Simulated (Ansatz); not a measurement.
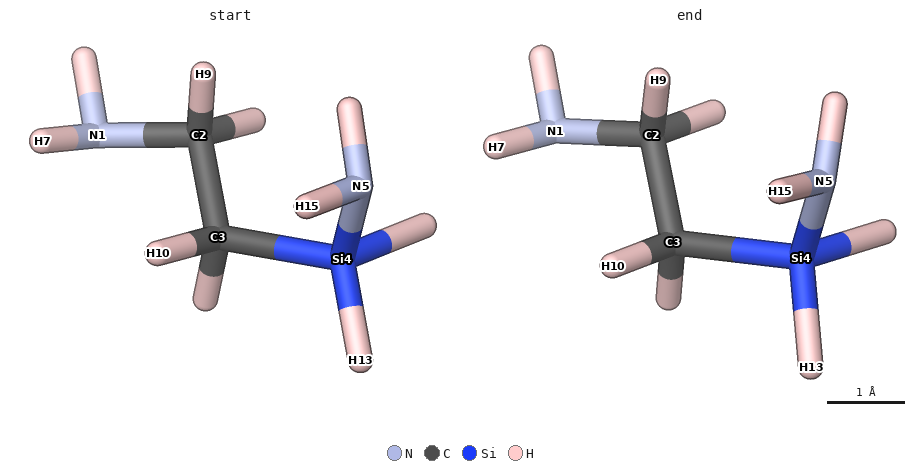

The structure of C2H10N2Si (coarse preliminary run) before (left) and after (right) a relaxation, at one scale.

Style: stick. Shown from a free direction.

The start comes from a force field.

Method: Ansatz, RKS PBE-D4/def2-SVP. (force threshold 0.03 eV/Å; at most 200 steps)

Describe what moved and what it gained.

Answer. After 6 geometry steps the energy has fallen by 15.5 kcal/mol. The largest force component goes from 3 to 0.011 eV/Å. The atom that moves furthest after the best rigid fit is an H atom (0.36 Å). By element the largest moves are H 0.36 Å, N 0.14 Å, C 0.12 Å, Si 0.03 Å. Among the contacts that change: H–Si 1.394 → 1.507 Å, H–N 1.098 → 1.029 Å, N–Si 1.684 → 1.752 Å, C–H 1.050 → 1.114 Å. Bond angles that change, for instance: Si–N–H 106.6° → 118.6°, Si–N–H 109.7° → 118.2°, N–C–H 108.2° → 114.7°. Cost: 12 s on 4 threads of Arm Neoverse V1 (shared host).
